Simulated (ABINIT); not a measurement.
# SnTe2 (Fm-3m): zone-centre phonons, part 2 of 2

Which modes does SnTe2 (Fm-3m) have at the zone centre?

ABINIT 10.8.3; DFT LDA, scalar-relativistic, plane waves, HGH norm-conserving pseudopotentials.

So far. Step 4 (Relaxing the cell and atoms): The volume changes by -0.3 % in this run and stands +0.4 % from the first cell. The relaxed cell has a = 7.253 Å (conventional setting).

The structure was built from a prototype and need not be the compound's stable phase.

**6. Zone-centre response**

At q = 0 one unit cell holds all displacements. The response is solved for single atoms along the cell's directions, and symmetry skips those that follow from others. The crystal is treated as a metal, which screens a static field, so no field response is asked.

The input, dfpt_gamma.abi:

```

# common to the responses
getwfk_filepath "gso_WFK"
kptopt 2
nqpt 1
qpt 0.0 0.0 0.0
asr 0
chneut 0

# displacements
rfphon 1
rfatpol 1 3
rfdir 1 1 1
tolvrs 1.0d-10
prtwf 0

# basis, mesh and filling
ecut 20.0
ixc 7
ngkpt 6 6 6
nshiftk 1
shiftk 0.0 0.0 0.0
istwfk *1
occopt 7
tsmear 0.01
nband 14
nstep 100
diemac 1000000.0
prtebands 0
prtgsr 0

# cell and atoms
acell 3*1.0 Angstrom
rprim 
    -3.626445274 0.0 3.626445274
    0.0 3.626445274 3.626445274
    -3.626445274 3.626445274 0.0
ntypat 2
znucl 50 52
natom 3
typat 1 2 2
xred 
    0.0 0.0 0.0
    0.75 0.75 0.75
    0.25 0.25 0.25
pp_dirpath "./pseudo"
pseudos "Sn.hgh, Te.hgh"
```

Command:

```
OMP_NUM_THREADS=1 mpirun -n 4 abinit dfpt_gamma.abi > dfpt_gamma.log
```

Numbers of over 12 decimals in the logs are rounded to 6 here.

dfpt_gamma.abo, the main output file:

```text
[banners, grids, parts of the stress and lines that vanish by symmetry left out]
- input  file    -> dfpt_gamma.abi
- output file    -> dfpt_gamma.abo
- root for input  files -> dfpt_gammai
- root for output files -> dfpt_gammao

 Symmetries : space group Fm -3 m (#225); Bravais cF (face-center cubic)
================================================================================
 Values of the parameters that define the memory need of the present run (RF).
     intxc =       0      iscf =       7    lmnmax =       6     lnmax =       6
     mgfft =      40  mpssoang =       3    mqgrid =    3001     natom =       3
  nloc_mem =       1    nspden =       1   nspinor =       1    nsppol =       1
      nsym =      48    n1xccc =       0    ntypat =       2    occopt =       7
   xclevel =       1
-    mband =          14        mffmem =           1         mkmem =          28
-   mkqmem =          28        mk1mem =          28           mpw =        2778
      nfft =       64000          nkpt =         112
- my_mband =          14
================================================================================
================================================================================

--------------------------------------------------------------------------------
------------- Echo of variables that govern the present computation ------------
--------------------------------------------------------------------------------
-
- outvars: echo of selected default values
-   iomode0 =  0 , fftalg0 =312 , wfoptalg0 =  0
-
- outvars: echo of global parameters not present in the input file
-  max_nthreads =    1
-
 -outvars: echo values of preprocessed input variables
 [... echo left out ...]
================================================================================

 chkinp: Checking input parameters for consistency.

[...]
== DATASET  1 ==================================================================
-   mpi_nproc: 4, omp_nthreads: 1 (-1 if OMP is not activated)

--- !DatasetInfo
iteration_state: {dtset: 1, }
dimensions: {natom: 3, nkpt: 112, mband: 14, nsppol: 1, nspinor: 1, nspden: 1, mpw: 2778, }
cutoff_energies: {ecut:  20.0, pawecutdg:  -1.0, }
electrons: {nelect:   1.60000000E+01, charge:   0.00000000E+00, occopt:   7.00000000E+00, tsmear:   1.00000000E-02, }
meta: {optdriver: 1, rfphon: 1, }
...

 mkfilename: getwfk from: gso_WFK

 Exchange-correlation functional for the present dataset will be:
  LDA: Perdew-Wang 92 LSD fit to Ceperley-Alder data - ixc=7
 Citation for XC functional:
  J.P.Perdew and Y.Wang, PRB 45, 13244 (1992)

 Real(R)+Recip(G) space primitive vectors, cartesian coordinates (Bohr,Bohr^-1):
 R(1)= -6.8529884  0.0000000  6.8529884  G(1)= -0.0729609 -0.0729609  0.0729609
 R(2)=  0.0000000  6.8529884  6.8529884  G(2)=  0.0729609  0.0729609  0.0729609
 R(3)= -6.8529884  6.8529884  0.0000000  G(3)= -0.0729609  0.0729609 -0.0729609
 Unit cell volume ucvol=  6.4367995E+02 bohr^3
 Angles (23,13,12)=  6.00000000E+01  6.00000000E+01  6.00000000E+01 degrees
 setup1 : take into account q-point for computing boxcut.

 getcut: wavevector=  0.0000  0.0000  0.0000  ngfft=  40  40  40
         ecut(hartree)=     20.000   => boxcut(ratio)=   2.05015

--- Pseudopotential description ------------------------------------------------
- pspini: atom type   1  psp file is ./pseudo/Sn.hgh

- pspini: atom type   2  psp file is ./pseudo/Te.hgh

   1.70274819E+03                                ecore*ucvol(ha*bohr**3)
--------------------------------------------------------------------------------

 ==>  initialize data related to q vector <==

 The list of irreducible perturbations for this q vector is:
    1)    idir= 1    ipert=   1
    2)    idir= 1    ipert=   2

[...]
The perturbation idir=   2  ipert=   1 is
 symmetric of a previously calculated perturbation.
 So, its SCF calculation is not needed.

 The perturbation idir=   3  ipert=   1 is
 symmetric of a previously calculated perturbation.
 So, its SCF calculation is not needed.

 The perturbation idir=   2  ipert=   2 is
 symmetric of a previously calculated perturbation.
 So, its SCF calculation is not needed.

 The perturbation idir=   3  ipert=   2 is
 symmetric of a previously calculated perturbation.
 So, its SCF calculation is not needed.

 The perturbation idir=   1  ipert=   3 is
 symmetric of a previously calculated perturbation.
 So, its SCF calculation is not needed.

 The perturbation idir=   2  ipert=   3 is
 symmetric of a previously calculated perturbation.
 So, its SCF calculation is not needed.

 The perturbation idir=   3  ipert=   3 is
 symmetric of a previously calculated perturbation.
 So, its SCF calculation is not needed.

--------------------------------------------------------------------------------
 Perturbation wavevector (in red.coord.)   0.000000  0.000000  0.000000
 Perturbation : displacement of atom   1   along direction   1
 Found     4 symmetries that leave the perturbation invariant.

[...]
dfpt_looppert : total number of electrons, from k and k+q
  fully or partially occupied states are    1.600000E+01 and    1.600000E+01.
 Initialisation of the first-order wave-functions :
  ireadwf=   0

--- !BeginCycle
iteration_state: {dtset: 1, }
solver: {iscf: 7, nstep: 100, nline: 4, wfoptalg: 0, }
tolerances: {tolvrs: 1.00E-10, }
...

     iter   2DEtotal(Ha)        deltaE(Ha) residm    vres2
-ETOT  1   26.704421739651     -8.564E+01 2.383E+00 6.742E+04
 ETOT  2   2.112336     -2.459E+01 7.639E-02 5.977E+02
 ETOT  3   1.967538     -1.448E-01 2.069E-03 5.593E+01
 ETOT  4   1.955659     -1.188E-02 3.507E-05 1.773E+00
 ETOT  5   1.955327     -3.320E-04 2.399E-06 1.787E-02
[...]
At SCF step    9       vres2   =  3.75E-11 < tolvrs=  1.00E-10 =>converged.
[...]
Mean square residual over all n,k,spin=   17.181E-15; max=  83.541E-13

 Thirteen components of 2nd-order total energy (hartree) are
 1,2,3: 0th-order hamiltonian combined with 1st-order wavefunctions
     kin0=   9.52028847E+01 eigvalue=   5.59169643E+00  local=  -2.78841794E+01
 4,5,6: 1st-order hamiltonian combined with 1st and 0th-order wfs
 loc psp =  -9.69351619E+01  Hartree=   1.88720269E+01     xc=  -9.93746384E+00
 note that "loc psp" includes a xc core correction that could be resolved
 7,8,9: eventually, occupation + non-local contributions
    edocc=   8.46339630E+00     enl0=   2.00824995E+01   enl1=  -1.23846558E+02
 1-9 gives the relaxation energy (to be shifted if some occ is /=2.0)
   erelax=  -1.10390859E+02
 10,11,12 Non-relaxation  contributions : frozen-wavefunctions and Ewald
 fr.local=   2.29455458E+01 fr.nonlo=   6.00613301E+01  Ewald=   2.93393070E+01
 13,14 Frozen wf xc core corrections (1) and (2)
 frxc 1  =   0.00000000E+00  frxc 2 =   0.00000000E+00
 Resulting in :
 2DEtotal=    0.1955323412E+01 Ha. Also 2DEtotal=    0.532070606065E+02 eV
    (2DErelax=   -1.1039085948E+02 Ha. 2DEnonrelax=    1.1234618289E+02 Ha)
    (  non-var. 2DEtotal :    1.9553228684E+00 Ha)

[...]
Perturbation wavevector (in red.coord.)   0.000000  0.000000  0.000000
 Perturbation : displacement of atom   2   along direction   1
 Found     2 symmetries that leave the perturbation invariant.

--------------------------------------------------------------------------------

--------------------------------------------------------------------------------

 dfpt_looppert : total number of electrons, from k and k+q
  fully or partially occupied states are    1.600000E+01 and    1.600000E+01.
 Initialisation of the first-order wave-functions :
  ireadwf=   0

--- !BeginCycle
iteration_state: {dtset: 1, }
solver: {iscf: 7, nstep: 100, nline: 4, wfoptalg: 0, }
tolerances: {tolvrs: 1.00E-10, }
...

     iter   2DEtotal(Ha)        deltaE(Ha) residm    vres2
-ETOT  1   106.85193190795     -2.349E+02 1.793E+00 2.888E+05
[...]
ETOT 10   1.897315     -2.609E-11 8.802E-12 6.973E-10
 ETOT 11   1.897315      2.103E-12 8.083E-13 1.156E-11

 At SCF step   11       vres2   =  1.16E-11 < tolvrs=  1.00E-10 =>converged.
[...]
Mean square residual over all n,k,spin=   21.917E-16; max=  80.827E-14

 Thirteen components of 2nd-order total energy (hartree) are
 1,2,3: 0th-order hamiltonian combined with 1st-order wavefunctions
     kin0=   2.80278158E+02 eigvalue=   1.69239333E+01  local=  -7.00947799E+01
 4,5,6: 1st-order hamiltonian combined with 1st and 0th-order wfs
 loc psp =  -4.07203638E+02  Hartree=   7.48644654E+01     xc=  -3.16268275E+01
 note that "loc psp" includes a xc core correction that could be resolved
 7,8,9: eventually, occupation + non-local contributions
    edocc=   2.00257344E+01     enl0=   4.94799046E+01   enl1=  -2.72497538E+02
 1-9 gives the relaxation energy (to be shifted if some occ is /=2.0)
   erelax=  -3.39850588E+02
 10,11,12 Non-relaxation  contributions : frozen-wavefunctions and Ewald
 fr.local=   1.69238106E+02 fr.nonlo=   1.35835663E+02  Ewald=   3.66741337E+01
 13,14 Frozen wf xc core corrections (1) and (2)
 frxc 1  =   0.00000000E+00  frxc 2 =   0.00000000E+00
 Resulting in :
 2DEtotal=    0.1897314808E+01 Ha. Also 2DEtotal=    0.516285660603E+02 eV
    (2DErelax=   -3.3985058786E+02 Ha. 2DEnonrelax=    3.4174790267E+02 Ha)
    (  non-var. 2DEtotal :    1.8973147429E+00 Ha)

[...]
---- first-order wavefunction calculations are completed ----

 ==> Compute Derivative Database <==

 [... matrices left out ...]
  Phonon wavevector (reduced coordinates) :  0.00000  0.00000  0.00000
 Phonon energies in Hartree :
   2.134766E-06  2.134766E-06  2.134768E-06  3.590744E-04  3.590744E-04
   3.590744E-04  3.754295E-04  3.754295E-04  3.754295E-04
 Phonon frequencies in cm-1    :
-  4.685269E-01  4.685270E-01  4.685275E-01  7.880772E+01  7.880772E+01
-  7.880772E+01  8.239725E+01  8.239725E+01  8.239725E+01

== END DATASET(S) ==============================================================
================================================================================

 -outvars: echo values of variables after computation
            acell      1.8897261259E+00  1.8897261259E+00  1.8897261259E+00 Bohr
           etotal      1.8973148076E+00
            fcart      0.0000000000E+00  0.0000000000E+00  0.0000000000E+00
           strten      0.0000000000E+00  0.0000000000E+00  0.0000000000E+00
================================================================================
```

It took 32 s on 4 MPI ranks of Arm Neoverse V2, shared host.

Numbers from this step:

| Quantity | Value |
| --- | --- |
| largest acoustic frequency at the zone centre before the sum rule | 0.47 cm⁻¹ |
| highest optical zone-centre mode (no LO-TO term) | 82.4 cm⁻¹ |
| lowest optical zone-centre mode | 78.81 cm⁻¹ |

The acoustic modes at Γ come out as far as 0.5 cm⁻¹ from zero, where they should vanish, a small numerical error.

**7. Modes with the sum rule**

anaddb reads the merged derivatives and imposes the acoustic sum rule.

The input, anaddb.abi:

```
ddb_filepath "gamma_DDB"
output_file "anaddb.abo"
outdata_prefix "anaddb"
asr 1
chneut 1
enunit 2
eivec 1
nph1l 1
qph1l 0.0 0.0 0.0 1.0
```

The input, mrgddb.in:

```
gamma_DDB
merged
2
dfpt_gammao_DDB
gso_DDB
```

Command:

```
mrgddb < mrgddb.in > mrgddb.log
OMP_NUM_THREADS=1 anaddb anaddb.abi > anaddb.log
```

anaddb.abo, the main output file:

```text
-outvars_anaddb: echo values of input variables ----------------------

 Miscellaneous information :
      enunit         2
       eivec         1
         asr         1
 First list of wavevector (reduced coord.) :
       nph1l         1
       qph1l
                     0.00000000E+00  0.00000000E+00  0.00000000E+00    1.000E+00

================================================================================

 read the DDB information and perform some checks

  ==== Info on the Cryst% object ====
 Real(R)+Recip(G) space primitive vectors, cartesian coordinates (Bohr,Bohr^-1):
 R(1)= -6.8529884  0.0000000  6.8529884  G(1)= -0.0729609 -0.0729609  0.0729609
 R(2)=  0.0000000  6.8529884  6.8529884  G(2)=  0.0729609  0.0729609  0.0729609
 R(3)= -6.8529884  6.8529884  0.0000000  G(3)= -0.0729609  0.0729609 -0.0729609
 Unit cell volume ucvol=  6.4367995E+02 bohr^3
 Angles (23,13,12)=  6.00000000E+01  6.00000000E+01  6.00000000E+01 degrees
 Time-reversal symmetry is present
 Reduced atomic positions [iatom, xred, symbol]:
    1)    0.0000000  0.0000000  0.0000000  Sn
    2)    0.7500000  0.7500000  0.7500000  Te
    3)    0.2500000  0.2500000  0.2500000  Te

 DDB file with 3 blocks has been read.

================================================================================

 Treat the first list of vectors

  Phonon wavevector (reduced coordinates) :  0.00000  0.00000  0.00000
 Phonon energies in Hartree :
   0.000000E+00  0.000000E+00  0.000000E+00  3.590693E-04  3.590693E-04
   3.590693E-04  3.754220E-04  3.754220E-04  3.754220E-04
 Phonon energies in meV     :
-  0.000000E+00  0.000000E+00  0.000000E+00  9.770773E+00  9.770773E+00
-  9.770773E+00  1.021575E+01  1.021575E+01  1.021575E+01
 Phonon frequencies in cm-1    :
-  0.000000E+00  0.000000E+00  0.000000E+00  7.880660E+01  7.880660E+01
-  7.880660E+01  8.239561E+01  8.239561E+01  8.239561E+01
 Phonon frequencies in Thz     :
-  0.000000E+00  0.000000E+00  0.000000E+00  2.362562E+00  2.362562E+00
-  2.362562E+00  2.470158E+00  2.470158E+00  2.470158E+00
 Phonon energies in Kelvin  :
-  0.000000E+00  0.000000E+00  0.000000E+00  1.133851E+02  1.133851E+02
-  1.133851E+02  1.185489E+02  1.185489E+02  1.185489E+02

 Eigendisplacements
 (will be given, for each mode : in cartesian coordinates
   for each atom the real part of the displacement vector,
   then the imaginary part of the displacement vector - absolute values smaller than 1.0d-7 are set to zero)
  Mode number    1   Energy    0.000000E+00
 Attention : low frequency mode.
   (Could be unstable or acoustic mode)
-  1  0.00000000E+00  0.00000000E+00  1.21126166E-03
-     0.00000000E+00  0.00000000E+00  0.00000000E+00
-  2  0.00000000E+00  0.00000000E+00  1.21125528E-03
-     0.00000000E+00  0.00000000E+00  0.00000000E+00
-  3  0.00000000E+00  0.00000000E+00  1.21125528E-03
-     0.00000000E+00  0.00000000E+00  0.00000000E+00
  Mode number    2   Energy    0.000000E+00
 Attention : low frequency mode.
   (Could be unstable or acoustic mode)
-  1  0.00000000E+00 -1.21126166E-03  0.00000000E+00
-     0.00000000E+00  0.00000000E+00  0.00000000E+00
-  2  0.00000000E+00 -1.21125528E-03  0.00000000E+00
-     0.00000000E+00  0.00000000E+00  0.00000000E+00
-  3  0.00000000E+00 -1.21125528E-03  0.00000000E+00
-     0.00000000E+00  0.00000000E+00  0.00000000E+00
  Mode number    3   Energy    0.000000E+00
 Attention : low frequency mode.
   (Could be unstable or acoustic mode)
-  1  1.21126166E-03  0.00000000E+00  0.00000000E+00
-     0.00000000E+00  0.00000000E+00  0.00000000E+00
-  2  1.21125528E-03  0.00000000E+00  0.00000000E+00
-     0.00000000E+00  0.00000000E+00  0.00000000E+00
-  3  1.21125528E-03  0.00000000E+00  0.00000000E+00
-     0.00000000E+00  0.00000000E+00  0.00000000E+00
  Mode number    4   Energy    3.590693E-04
-  1  0.00000000E+00  0.00000000E+00  0.00000000E+00
-     0.00000000E+00  0.00000000E+00  0.00000000E+00
-  2  0.00000000E+00  0.00000000E+00  1.46615408E-03
-     0.00000000E+00  0.00000000E+00  0.00000000E+00
-  3  0.00000000E+00  0.00000000E+00 -1.46615408E-03
-     0.00000000E+00  0.00000000E+00  0.00000000E+00
  Mode number    5   Energy    3.590693E-04
-  1  0.00000000E+00  0.00000000E+00  0.00000000E+00
-     0.00000000E+00  0.00000000E+00  0.00000000E+00
-  2  0.00000000E+00 -1.46615408E-03  0.00000000E+00
-     0.00000000E+00  0.00000000E+00  0.00000000E+00
-  3  0.00000000E+00  1.46615408E-03  0.00000000E+00
-     0.00000000E+00  0.00000000E+00  0.00000000E+00
  Mode number    6   Energy    3.590693E-04
-  1  0.00000000E+00  0.00000000E+00  0.00000000E+00
-     0.00000000E+00  0.00000000E+00  0.00000000E+00
-  2  1.46615408E-03  0.00000000E+00  0.00000000E+00
-     0.00000000E+00  0.00000000E+00  0.00000000E+00
-  3 -1.46615408E-03  0.00000000E+00  0.00000000E+00
-     0.00000000E+00  0.00000000E+00  0.00000000E+00
  Mode number    7   Energy    3.754220E-04
-  1  0.00000000E+00  0.00000000E+00  1.77595667E-03
-     0.00000000E+00  0.00000000E+00  0.00000000E+00
-  2  0.00000000E+00  0.00000000E+00 -8.26116482E-04
-     0.00000000E+00  0.00000000E+00  0.00000000E+00
-  3  0.00000000E+00  0.00000000E+00 -8.26116482E-04
-     0.00000000E+00  0.00000000E+00  0.00000000E+00
  Mode number    8   Energy    3.754220E-04
-  1  0.00000000E+00 -1.77595667E-03  0.00000000E+00
-     0.00000000E+00  0.00000000E+00  0.00000000E+00
-  2  0.00000000E+00  8.26116482E-04  0.00000000E+00
-     0.00000000E+00  0.00000000E+00  0.00000000E+00
-  3  0.00000000E+00  8.26116482E-04  0.00000000E+00
-     0.00000000E+00  0.00000000E+00  0.00000000E+00
  Mode number    9   Energy    3.754220E-04
-  1  1.77595667E-03  0.00000000E+00  0.00000000E+00
-     0.00000000E+00  0.00000000E+00  0.00000000E+00
-  2 -8.26116482E-04  0.00000000E+00  0.00000000E+00
-     0.00000000E+00  0.00000000E+00  0.00000000E+00
-  3 -8.26116482E-04  0.00000000E+00  0.00000000E+00
-     0.00000000E+00  0.00000000E+00  0.00000000E+00

 Analysis of degeneracies and characters (maximum tolerance=1.00E-06 a.u.)
 For each vibration mode, or group of modes if degenerate,
 the characters are given for each symmetry operation (see the list in the log file).
 Symmetry characters of vibration mode #   1
       degenerate with vibration modes #   2 to    3
  3.0 -3.0 -1.0  1.0 -1.0  1.0 -1.0  1.0  1.0 -1.0 -1.0  1.0  1.0 -1.0 -1.0  1.0
 -0.0  0.0  0.0 -0.0  0.0 -0.0  0.0 -0.0  1.0 -1.0 -1.0  1.0 -1.0  1.0  1.0 -1.0
 -0.0  0.0  0.0 -0.0  0.0 -0.0  0.0 -0.0  1.0 -1.0  1.0 -1.0 -1.0  1.0 -1.0  1.0
 Symmetry characters of vibration mode #   4
       degenerate with vibration modes #   5 to    6
  3.0  3.0 -1.0 -1.0 -1.0 -1.0 -1.0 -1.0  1.0  1.0 -1.0 -1.0  1.0  1.0 -1.0 -1.0
  0.0  0.0 -0.0 -0.0  0.0  0.0 -0.0 -0.0  1.0  1.0 -1.0 -1.0 -1.0 -1.0  1.0  1.0
  0.0  0.0  0.0  0.0 -0.0 -0.0 -0.0 -0.0  1.0  1.0  1.0  1.0 -1.0 -1.0 -1.0 -1.0
 Symmetry characters of vibration mode #   7
       degenerate with vibration modes #   8 to    9
  3.0 -3.0 -1.0  1.0 -1.0  1.0 -1.0  1.0  1.0 -1.0 -1.0  1.0  1.0 -1.0 -1.0  1.0
 -0.0  0.0  0.0 -0.0 -0.0  0.0  0.0 -0.0  1.0 -1.0 -1.0  1.0 -1.0  1.0  1.0 -1.0
 -0.0  0.0 -0.0  0.0  0.0 -0.0  0.0 -0.0  1.0 -1.0  1.0 -1.0 -1.0  1.0 -1.0  1.0
-
```

It took 0.48 s on 1 thread.

No LO-TO term; unit eigenvectors of the mass-weighted matrix, from anaddb's displacements. Modes at Γ, with each element's share of the kinetic energy:

```
mode  frequency (cm⁻¹)  symmetry  Sn %  Te %
   1               0.0  acoustic    32    68
   2               0.0  acoustic    32    68
   3               0.0  acoustic    32    68
   4              78.8       T2g     0   100
   5              78.8       T2g     0   100
   6              78.8       T2g     0   100
   7              82.4       T1u    68    32
   8              82.4       T1u    68    32
   9              82.4       T1u    68    32
```

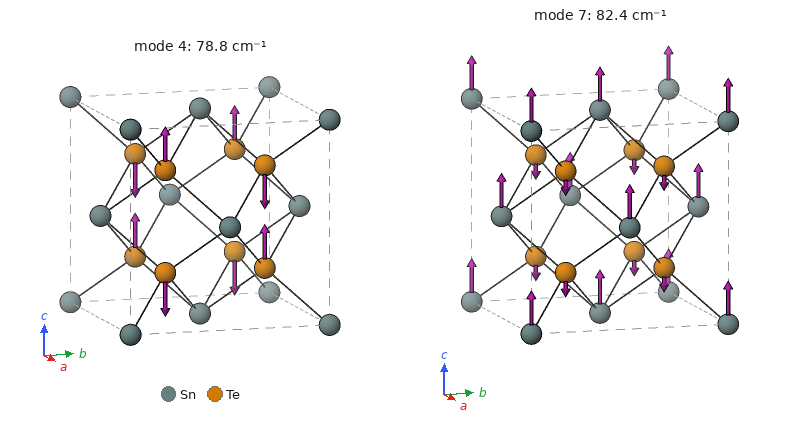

Displacement patterns of modes 4 and 7 at Γ; arrows are exaggerated. Some periodic images of atoms are drawn too.

The rule moves no optical mode by more than 0.1 cm⁻¹.

**8. Results**

| Property | Result |
| --- | --- |
| space group after relaxation | Fm-3m |
| volume per atom | 31.8 Å³ |
| highest optical zone-centre mode (no LO-TO term) | 82.4 cm⁻¹ |
| lowest optical zone-centre mode | 78.8 cm⁻¹ |
| imaginary optical modes at the zone centre (no q mesh in this session) | none |

**Reading.** At the LDA level the optical modes of SnTe2 (Fm-3m) at the zone centre run from 79 to 82 cm⁻¹. These are harmonic frequencies at zero temperature: anharmonic shifts and linewidths and thermal expansion are left out. Spin-orbit coupling is left out, which can matter for the heavy elements here. The HGH files keep few electrons and have no core correction, which is cheap but rough for Sn. In a metal the frequencies hang on the k mesh and the smearing, most of all near Kohn anomalies. The structure is a hypothetical one, built on a prototype.

[Host names and launcher messages were left out of these logs when they were recorded.]

[Logs are printed without paths, hosts, clocks, repeated set-up lines and the standing remarks that a program may print on its own settings, such as how far it seeks lower states.]

[Hosts, paths, dates, database ids (printed as entryN), source tags and the programs' standing remarks are cut or masked in the printed files.]
